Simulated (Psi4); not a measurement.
Single-point calculation of BClF2

- system: BClF2, SMILES FB(F)Cl
- method: CASSCF/cc-pCVDZ, RHF (Psi4 1.11)

The geometry comes from this level: PBE0-D4/def2-TZVP.

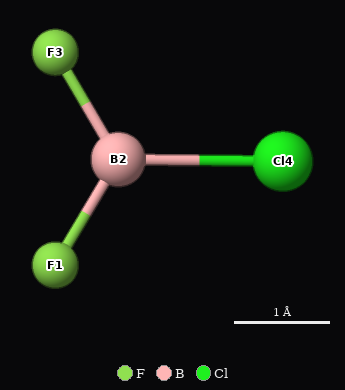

Fig. 1: The input geometry (ball-and-stick view, seen on its broad side; atoms are numbered from 1 in the order of the input).

**Input file (input.json)**
```
{
  "schema_name": "qcschema_input",
  "schema_version": 1,
  "molecule": {
    "schema_name": "qcschema_molecule",
    "schema_version": 2,
    "symbols": ["F", "B", "F", "Cl"],
    "geometry": [-0.32824543, -2.37028348, -1.03235738, -0.12680062, -0.07804569, -0.11716302, -1.91164695, 1.56866166, -0.60036599, 2.4715728, 0.765906, 1.71152495],
    "molecular_charge": 0,
    "molecular_multiplicity": 1,
    "fix_symmetry": "c1",
    "fix_com": true,
    "fix_orientation": true
  },
  "driver": "energy",
  "model": {
    "method": "casscf",
    "basis": "cc-pCVDZ"
  },
  "keywords": {
    "restricted_docc": [19],
    "mcscf_type": "df",
    "mcscf_algorithm": "ts",
    "mcscf_maxiter": 40,
    "active": [3],
    "num_roots": 2,
    "avg_states": [0, 1],
    "nat_orbs": true,
    "level_shift": 1.0,
    "maxiter": 80
  }
}
```

Run on 1 thread of Intel Xeon (Sapphire Rapids), 256 GiB of memory available, shared host.

Run as:
```bash
psi4 --qcschema input.json -n 1 --memory 1600MB
```

**What the program printed**
```
Psi4 1.11 release

  ==> Input QCSchema <==

--------------------------------------------------------------------------
{'id': None,
 'molecule': {'extras': {},
              'fix_com': True,
              'fix_orientation': True,
              'fix_symmetry': 'c1',
              'geometry': [-0.32824543, -2.37028348, -1.03235738, -0.12680062, -0.07804569, -0.11716302, -1.91164695,
                           1.56866166, -0.60036599, 2.4715728, 0.765906, 1.71152495],
              'molecular_charge': 0.0,
              'molecular_multiplicity': 1.0,
              'name': 'BClF2',
              'provenance': {'creator': 'QCElemental',
                             'routine': 'qcelemental.molparse.from_schema',
                             'version': '0.51.2'},
              'schema_name': 'qcschema_molecule',
              'schema_version': 3,
              'symbols': ['F', 'B', 'F', 'Cl'],
              'validated': True},
 'provenance': {'creator': 'QCElemental', 'routine': 'qcelemental.models.v1.results', 'version': '0.51.2'},
 'schema_name': 'qcschema_atomic_input',
 'schema_version': 2,
 'specification': {'driver': 'energy',
                   'extras': {},
                   'keywords': {'active': [3],
                                'avg_states': [0, 1],
                                'level_shift': 1.0,
                                'maxiter': 80,
                                'mcscf_algorithm': 'ts',
                                'mcscf_maxiter': 40,
                                'mcscf_type': 'df',
                                'nat_orbs': True,
                                'num_roots': 2,
                                'restricted_docc': [19]},
                   'model': {'basis': 'cc-pCVDZ', 'method': 'casscf'},
                   'program': '',
                   'protocols': {'error_correction': {'default_policy': True, 'policies': None},
                                 'native_files': 'none',
                                 'schema_name': 'qcschema_atomic_protocols',
                                 'stdout': True,
                                 'wavefunction': 'none'},
                   'schema_name': 'qcschema_atomic_specification'}}
--------------------------------------------------------------------------

   => Loading Basis Set <=

    Name: CC-PCVDZ
    Role: ORBITAL
    Keyword: BASIS

         ---------------------------------------------------------
                                   SCF
                              RHF Reference
                        1 Threads,   1525 MiB Core
         ---------------------------------------------------------

  ==> Geometry <==

    Molecular point group: c1
    Full point group: C1

    Geometry (in Bohr), charge = 0, multiplicity = 1:

       Center              X                  Y                   Z               Mass
    ------------   -----------------  -----------------  -----------------  -----------------
         F           -0.328245430000    -2.370283480000    -1.032357380000    18.998403162730
         B           -0.126800620000    -0.078045690000    -0.117163020000    11.009305360000
         F           -1.911646950000     1.568661660000    -0.600365990000    18.998403162730
         CL           2.471572800000     0.765906000000     1.711524950000    34.968852682000

  Running in c1 symmetry.

  Rotational constants: A =      0.34781  B =      0.14473  C =      0.10221 [cm^-1]
  Rotational constants: A =  10426.98636  B =   4338.92288  C =   3064.06918 [MHz]
  Nuclear repulsion =  142.136300707000061

  Charge       = 0
  Multiplicity = 1
  Electrons    = 40
  Nalpha       = 20
  Nbeta        = 20

  ==> Algorithm <==

  SCF Algorithm Type is DF.
  DIIS enabled.
  MOM disabled.
  Fractional occupation disabled.
  Guess Type is SAD.
  Energy threshold   = 1.00e-08
  Density threshold  = 1.00e-08
  Integral threshold = 1.00e-12

  ==> Primary Basis <==

  Basis Set: CC-PCVDZ
    Blend: CC-PCVDZ
    Number of shells: 35
    Number of basis functions: 81
    Number of Cartesian functions: 86
    Spherical Harmonics?: true
    Max angular momentum: 2

   => Loading Basis Set <=

    Name: (CC-PCVDZ AUX)
    Role: JKFIT
    Keyword: DF_BASIS_SCF

  ==> Integral Setup <==

  DFHelper Memory: AOs need 0.019 GiB; user supplied 1.118 GiB.
  SCF_SUBTYPE=INCORE selected. In-core MEM_DF algorithm will be used.
  Using in-core AOs.

  ==> MemDFJK: Density-Fitted J/K Matrices <==

    J tasked:                   Yes
    K tasked:                   Yes
    wK tasked:                   No
    Memory [MiB]:              1144
    Algorithm:                 Core
    Schwarz Cutoff:           1E-12
    Mask sparsity (%):       6.3100
    Fitting Condition:        1E-10

   => Auxiliary Basis Set <=

  Basis Set: (CC-PCVDZ AUX)
    Blend: DEF2-UNIVERSAL-JKFIT
    Number of shells: 113
    Number of basis functions: 357
    Number of Cartesian functions: 430
    Spherical Harmonics?: true
    Max angular momentum: 4

  Minimum eigenvalue in the overlap matrix is 1.7283157461E-02.
  Reciprocal condition number of the overlap matrix is 5.0764886327E-03.
    Using symmetric orthogonalization.

  ==> Pre-Iterations <==

  SCF Guess: Superposition of Atomic Densities via on-the-fly atomic UHF (no occupation information).

   -------------------------
    Irrep   Nso     Nmo
   -------------------------
     A         81      81
   -------------------------
    Total      81      81
   -------------------------

  ==> Iterations <==

                           Total Energy        Delta E     RMS |[F,P]|

   @DF-RHF iter SAD:  -682.54349150948360   -6.82543e+02   0.00000e+00
   @DF-RHF iter   1:  -683.18376953945972   -6.40278e-01   5.07866e-03 DIIS/ADIIS
   @DF-RHF iter   2:  -683.22461720138529   -4.08477e-02   3.07518e-03 DIIS/ADIIS
   @DF-RHF iter   3:  -683.24223185719597   -1.76147e-02   2.84641e-04 DIIS/ADIIS
   @DF-RHF iter   4:  -683.24263062305783   -3.98766e-04   9.65356e-05 DIIS
   @DF-RHF iter   5:  -683.24269069586012   -6.00728e-05   2.57672e-05 DIIS
   @DF-RHF iter   6:  -683.24269534673454   -4.65087e-06   6.79789e-06 DIIS
   @DF-RHF iter   7:  -683.24269575272683   -4.05992e-07   1.51602e-06 DIIS
   @DF-RHF iter   8:  -683.24269577360849   -2.08817e-08   4.38576e-07 DIIS
   @DF-RHF iter   9:  -683.24269577524876   -1.64027e-09   1.02554e-07 DIIS
   @DF-RHF iter  10:  -683.24269577533107   -8.23093e-11   1.92789e-08 DIIS
   @DF-RHF iter  11:  -683.24269577533414   -3.06954e-12   5.03104e-09 DIIS
  Energy and wave function converged.

  ==> Post-Iterations <==

    Orbital Energies [Eh]
    ---------------------

    Doubly Occupied:

       1A   -104.859371     2A    -26.344356     3A    -26.344297
       4A    -10.586711     5A     -8.053831     6A     -8.051544
       7A     -8.051270     8A     -7.797904     9A     -1.678708
      10A     -1.647146    11A     -1.143145    12A     -0.845426
      13A     -0.793286    14A     -0.752330    15A     -0.741967
      16A     -0.682631    17A     -0.675898    18A     -0.591683
      19A     -0.503203    20A     -0.493507

    Virtual:

      21A      0.146077    22A      0.212692    23A      0.305055
      24A      0.306024    25A      0.369238    26A      0.405174
      27A      0.549848    28A      0.632615    29A      0.706773
      30A      0.714168    31A      0.798557    32A      0.813691
      33A      0.856430    34A      0.893447    35A      0.991944
      36A      0.996261    37A      1.081728    38A      1.097423
      39A      1.286547    40A      1.312801    41A      1.369471
      42A      1.493493    43A      1.504255    44A      1.597868
      45A      1.613176    46A      1.666364    47A      1.694446
      48A      1.843468    49A      2.377198    50A      2.445270
      51A      3.917309    52A      3.920883    53A      3.935375
      54A      3.980322    55A      4.070449    56A      4.113866
      57A      4.186764    58A      4.406522    59A      4.437911
      60A      4.497713    61A     12.353260    62A     12.372888
      63A     12.480570    64A     13.689955    65A     15.555092
      66A     15.996014    67A     16.028018    68A     16.029687
      69A     16.041887    70A     16.050246    71A     16.340557
      72A     16.666127    73A     20.038039    74A     43.169671
      75A     43.258708    76A     48.804708    77A     48.849437
      78A     48.860849    79A     48.877022    80A     48.926985
      81A     49.039787

    Final Occupation by Irrep:
              A
    DOCC [    20 ]
    NA   [    20 ]
    NB   [    20 ]

  @DF-RHF Final Energy:  -683.24269577533414

   => Energetics <=

    Nuclear Repulsion Energy =            142.1363007070000606
    One-Electron Energy =               -1229.4815635277093406
    Two-Electron Energy =                 404.1025670453749967
    Total Energy =                       -683.2426957753341412

Computation Completed

Properties will be evaluated at   0.000000,   0.000000,   0.000000 [a0]

Properties computed using the SCF density matrix

 Multipole Moments:

 ------------------------------------------------------------------------------------
     Multipole            Electronic (a.u.)      Nuclear  (a.u.)        Total (a.u.)
 ------------------------------------------------------------------------------------

 L = 1.  Multiply by 2.5417464519 to convert [e a0] to [Debye]
 Dipole X            :        -21.1525997           21.2237031            0.0711034
 Dipole Y            :         -5.3921441            5.4155772            0.0234331
 Dipole Z            :        -13.7653211           13.8155987            0.0502776
 Magnitude           :                                                    0.0901811

 ------------------------------------------------------------------------------------

	total time  =          1 seconds =       0.02 minutes
  Constructing Basis Sets for MCSCF...

   => Loading Basis Set <=

    Name: (CC-PCVDZ AUX)
    Role: JKFIT
    Keyword: DF_BASIS_SCF

         ---------------------------------------------------------
                Multi-Configurational Self-Consistent Field
                            (a 'D E T C I' module)

         ---------------------------------------------------------

   ==> Parameters <==

    EX LEVEL       =        2      H0 BLOCKSIZE  =     1000
    VAL EX LEVEL   =        0      H0 GUESS SIZE =     1000
    H0COUPLINGSIZE =        0      H0 COUPLING   =       NO
    MAXITER        =       12      NUM PRINT     =       20
    NUM ROOTS      =        2      ICORE         =        1
    PRINT LVL      =        1      FCI           =      YES
    R CONV         = 1.00e-07      MIXED         =      YES
    E CONV         = 1.00e-06      MIXED4        =      YES
    R4S            =       NO      REPL OTF      =       NO
    DIAG METHOD    =      SEM      FOLLOW ROOT   =        0
    PRECONDITIONER = DAVIDSON      UPDATE        = DAVIDSON
    S              =   0.0000      Ms0           =      YES
    GUESS VECTOR   =  H0BLOCK      OPENTYPE      =     NONE
    COLLAPSE SIZE  =        1      HD AVG        = EVANGELISTI
    MAX NUM VECS   =       26      REF SYM       =     AUTO
    IOPEN        =       NO

    EX ALLOW       =  1  1
    STATE AVERAGE  =  0(0.50)  1(0.50)

   ==> CI Orbital and Space information <==

   ------------------------------------
               Space    Total     A
   ------------------------------------
                 Nso       81    81
                 Nmo       81    81
               Ndocc       20    20
               Nsocc        0     0
   ------------------------------------
               MCSCF Spaces
   ------------------------------------
         Frozen DOCC        0     0
     Restricted DOCC       19    19
              Active        3     3
     Restricted UOCC       59    59
         Frozen UOCC        0     0
   ------------------------------------

   ==> Setting up CI strings <==

    There are 3 alpha and 3 beta strings
    The CI space requires 9 (9.00E+00) determinants and 1 blocks

   ==> Setting up DF-MCSCF integrals <==

  DFHelper Memory: AOs need 0.019 GiB; user supplied 1.192 GiB.
  SCF_SUBTYPE=INCORE selected. In-core MEM_DF algorithm will be used.
  Using in-core AOs.

  ==> MemDFJK: Density-Fitted J/K Matrices <==

    J tasked:                   Yes
    K tasked:                   Yes
    wK tasked:                   No
    Memory [MiB]:              1220
    Algorithm:                 Core
    Schwarz Cutoff:           1E-12
    Mask sparsity (%):       6.3100
    Fitting Condition:        1E-10

   => Auxiliary Basis Set <=

  Basis Set: (CC-PCVDZ AUX)
    Blend: DEF2-UNIVERSAL-JKFIT
    Number of shells: 113
    Number of basis functions: 357
    Number of Cartesian functions: 430
    Spherical Harmonics?: true
    Max angular momentum: 4

  DFHelper Memory: AOs need 0.019 GiB; user supplied 1.192 GiB.
  SCF_SUBTYPE=INCORE selected. In-core MEM_DF algorithm will be used.
  Using in-core AOs.

   ==> Starting DF-MCSCF iterations <==

           Iter         Total Energy       Delta E   Orb RMS    CI RMS  NCI NORB
(sem_iter): H0block_->H0b_diag[1][1] - H0block_->H0b_diag[2][1] = -0.707107 - 0.707107 = -1.414214 > 1.0E-8
   @DF-MCSCF  1:   -683.052384915162    1.9031e-01  1.05e-02  5.65e-12    1    1  Initial CI
      Warning! Maxstep = 0.85, scaling to 0.50
   @DF-MCSCF  2:   -683.067310109336   -1.4925e-02  3.52e-03  4.42e-06    2    1  TS
   @DF-MCSCF  3:   -683.071787644511   -4.4775e-03  1.47e-03  5.39e-12    2    1  TS
   @DF-MCSCF  4:   -683.072777911678   -9.9027e-04  7.20e-04  5.45e-12    2    1  TS, DIIS
   @DF-MCSCF  5:   -683.073022454476   -2.4454e-04  3.75e-04  5.47e-12    2    1  TS, DIIS
   @DF-MCSCF  6:   -683.073107118254   -8.4664e-05  1.92e-04  5.59e-12    2    1  TS, DIIS
   @DF-MCSCF  7:   -683.073119675917   -1.2558e-05  4.27e-05  5.99e-12    2    1  TS, DIIS
   @DF-MCSCF  8:   -683.073120421848   -7.4593e-07  1.87e-05  5.61e-12    2    1  TS, DIIS
   @DF-MCSCF  9:   -683.073120724506   -3.0266e-07  5.17e-06  5.58e-12    2    1  TS, DIIS
   @DF-MCSCF 10:   -683.073120739760   -1.5254e-08  2.37e-06  1.96e-11    2    1  TS, DIIS

          @DF-MCSCF has converged!

   @DF-MCSCF Final Energy: -683.073120739760498

   Computing CI Natural Orbitals

   ==> Starting CI iterations <==

    H0 Block Eigenvalue = -683.23692869

    Simultaneous Expansion Method (Block Davidson Method)
    Using 2 initial trial vectors

(sem_iter): H0block_->H0b_diag[1][1] - H0block_->H0b_diag[2][1] = -0.707107 - 0.707107 = -1.414214 > 1.0E-8
     Iter   Root       Total Energy       Delta E      C RMS

   @CI  0:     0   -683.236928690185   -1.4441E+00   3.2044E-13
   @CI  0:     1   -682.909312789334   -1.1165E+00   1.1415E-11

    Warning: Norm of correction (root 0) is < 1.0E-13
    Warning: Norm of correction (root 1) is < 1.0E-13
   @CI  1:     0   -683.236928690185   0.0000E+00   2.5516E-14 c
   @CI  1:     1   -682.909312789334   6.6613E-16   1.2418E-10 c

   ==> Energetics <==

    SCF energy =         -683.242695775334141
    Total MCSCF energy = -683.073120739760498

   ==> MCSCF root 0 information <==

    MCSCF Root 0 energy =  -683.236928690185096

   Active Space Natural occupation numbers:

         A   1.991688         A   0.008300         A   0.000012

   The 9 most important determinants:

    *   1    0.997920  (    0,    0)  20AX
    *   2   -0.064419  (    2,    2)  22AX
    *   3   -0.002492  (    1,    1)  21AX
    *   4    0.000105  (    0,    2)  20AA 22AB
    *   5    0.000105  (    2,    0)  20AB 22AA
    *   6    0.000006  (    1,    2)  21AA 22AB
    *   7    0.000006  (    2,    1)  21AB 22AA
    *   8    0.000000  (    0,    1)  20AA 21AB
    *   9    0.000000  (    1,    0)  20AB 21AA

   ==> MCSCF root 1 information <==

    MCSCF Root 1 energy =  -682.909312789333967

   Active Space Natural occupation numbers:

         A   1.000000         A   1.000000         A   0.000000

   The 9 most important determinants:

    *   1    0.707107  (    1,    0)  20AB 21AA
    *   2    0.707107  (    0,    1)  20AA 21AB
    *   3   -0.000138  (    1,    2)  21AA 22AB
    *   4   -0.000138  (    2,    1)  21AB 22AA
    *   5    0.000001  (    2,    0)  20AB 22AA
    *   6    0.000001  (    0,    2)  20AA 22AB
    *   7   -0.000000  (    0,    0)  20AX
    *   8   -0.000000  (    2,    2)  22AX
    *   9   -0.000000  (    1,    1)  21AX

Properties will be evaluated at   0.000000,   0.000000,   0.000000 [a0]

Properties computed using the CASSCF density matrix

 Multipole Moments:

 ------------------------------------------------------------------------------------
     Multipole            Electronic (a.u.)      Nuclear  (a.u.)        Total (a.u.)
 ------------------------------------------------------------------------------------

 L = 1.  Multiply by 2.5417464519 to convert [e a0] to [Debye]
 Dipole X            :        -20.4069930           21.2237031            0.8167101
 Dipole Y            :         -5.1499789            5.4155772            0.2655983
 Dipole Z            :        -13.2409154           13.8155987            0.5746834
 Magnitude           :                                                    1.0333532

 ------------------------------------------------------------------------------------

    Psi4 run time: 0:00:03.22
```

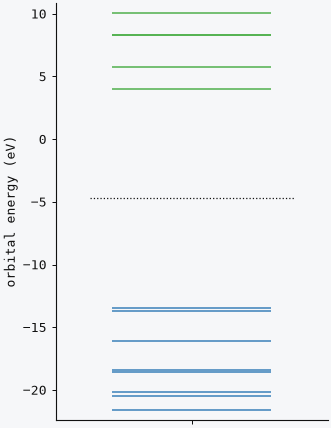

Fig. 2: Orbital energies near the frontier (SCF reference); the dotted line parts filled from empty levels, and levels within 0.02 eV of each other stand side by side. Highest filled −13.43 eV, lowest empty 3.98 eV, 17.41 eV apart.

**Key numbers**

- outcome: converged
- total energy: −683.073121 hartree
- SCF energy: −683.242696 hartree
- CASSCF energy: −683.073121 hartree
- correlation energy: 0.169575 hartree
- basis functions: 81
- HOMO of the SCF reference: −13.43 eV
- LUMO of the SCF reference: 3.97 eV
- wall time: 4.5 s
- peak memory: 0.27 GiB

**Notes**

Settings chosen away from the usual ones: level_shift set to 1.0.
